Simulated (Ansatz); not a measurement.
CH4ClOSi (doublet)

Input

```
crystal:
  periodic: [false, false, false]
  atoms:
    - {symbol: C, position_ang: [-0.742511, 0.887918, -0.103259]}
    - {symbol: Si, position_ang: [0.670138, -0.268396, -0.463386]}
    - {symbol: O, position_ang: [1.320731, -0.676262, 0.990975]}
    - {symbol: Cl, position_ang: [-0.052325, -1.971348, -1.408448]}
    - {symbol: H, position_ang: [-1.245202, 1.179216, -1.026414]}
    - {symbol: H, position_ang: [-1.460581, 0.384725, 0.550442]}
    - {symbol: H, position_ang: [-0.373622, 1.784163, 0.399372]}
    - {symbol: H, position_ang: [1.975570, -1.377017, 1.005018]}
basis:
  gaussian: {orbitals: def2-TZVPP}
magnetization: {spin_polarized: true, initial_magnetization: 1}
hamiltonian: {xc: pbe0, dispersion: d4}
output: {orbitals: {seedname: orbitals}}
```

Run with:

```sh
ansatz run in.yaml --threads 2 --pin off --events-out ev --progress --plain --max-ram 32768MiB --backend cpu
```

Geometry: PBE0-D4/def2-TZVP.

Theory: Ansatz 0.2.0, UKS PBE0-D4/def2-TZVPP.

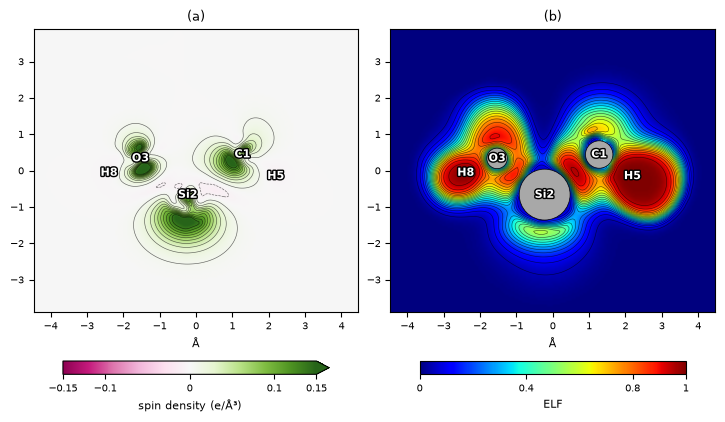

Figure 1. (a) spin density; (b) electron localisation function on the plane of atoms C1, Si2 and O3. Grey discs cover the atomic cores in the ELF map.

> Describe what can be read from this map.

The section cuts through C, Si, O and H sites. Si–O (1.64 Å): the ELF peaks at about 0.85 between the atoms: a shared but strongly polarised pair. C–Si (1.86 Å): the ELF peaks at about 0.95 between the atoms, as expected for a covalent bond. O–H (0.96 Å): the ELF climbs to about 1 towards the hydrogen, as it does in any bond to H (an ordinary covalent bond to hydrogen). C–H (1.09 Å): the ELF climbs to about 1 towards the hydrogen: a covalent bond by its length. The ELF also peaks beside O3, away from the bonds: non-bonding electrons, paired or unpaired. The unpaired spin (1 electron) lies mostly on Si2 (about 0.7), Cl4 (about 0.1), O3 (about 0.1) and C1 (about 0.1), in electrons by Hirshfeld's partition.

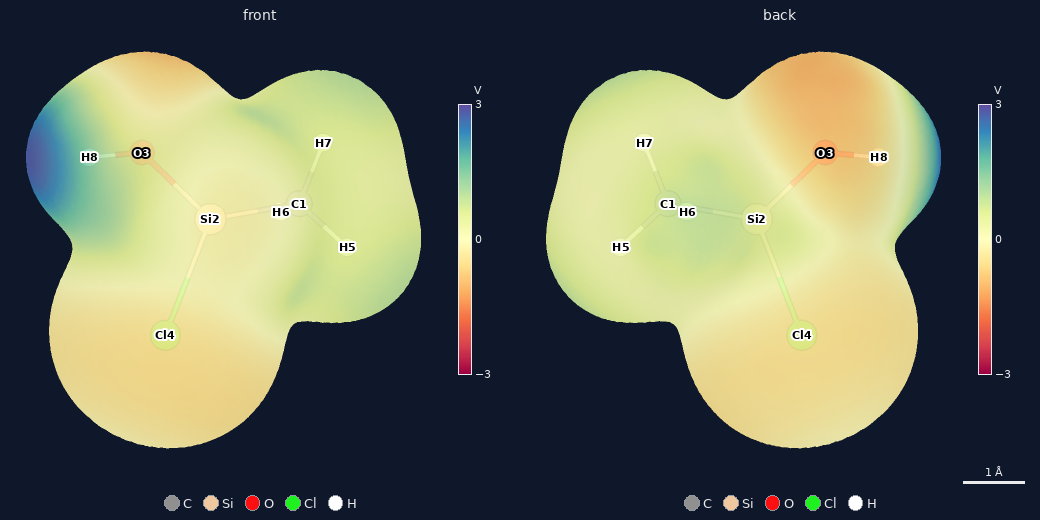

Figure 2. The molecular electrostatic potential painted on the density surface at 0.002 e/bohr³, seen from the front and from behind; red is negative and blue positive.

> Which sites attract a positive test charge, and which a negative one?

A positive charge is drawn to the negative regions and a negative charge to the positive ones. The most negative region (about −1.1 V) lies over O3, the most positive (about +2.8 V) over H8. O3 is the likeliest acceptor of a hydrogen bond.

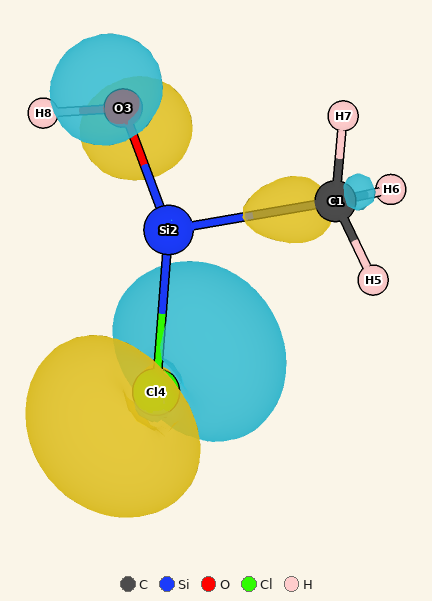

Figure 3. The HOMO−1 (β) at ±0.15 Å⁻³ᐟ² (yellow and cyan are the two phases), seen at a tilt.

> What is the character of this orbital?

By Hirshfeld shares it lies mainly on Cl4 (about 70 %) and O3 (about 15 %); largely a lone pair of Cl4. Its energy is −9.14 eV.

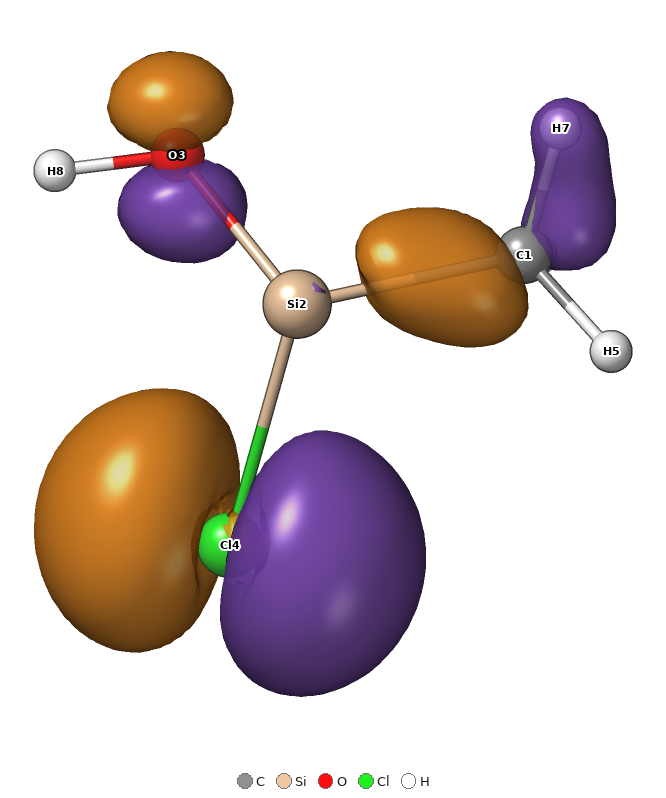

Figure 4. The HOMO (β) at ±0.15 Å⁻³ᐟ² (orange and purple are the two phases), seen across its widest extent.

> What is the character of this orbital?

Its weight (Hirshfeld) is mainly on Cl4 (about 75 %), Si2 (about 10 %), O3 (about 10 %) and C1 (about 5 %); largely a lone pair of Cl4. Its energy is −9.04 eV.
